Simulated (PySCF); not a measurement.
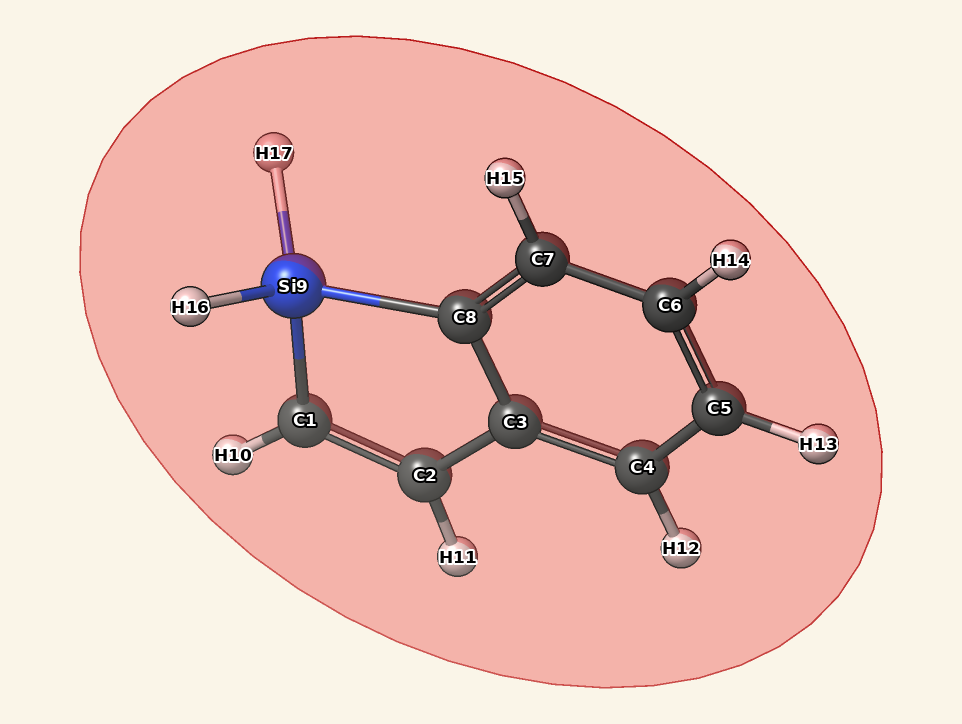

A disc through the centre of mass is drawn in. Distant atoms are faded towards the background colour. The computed structure is the end point of a PBE0-D3(BJ)/def2-SVP optimisation. No frequency run is at hand to confirm it as a minimum.

Is the plane of the disc a mirror plane of the structure?

Answer. Yes. The reflection leaves C1, C2, C3, C4, C5, C6, C7, C8, Si9, H10, H11, H12, H13, H14, H15 in place and moves H16 ↔ H17. The point group is Cs.
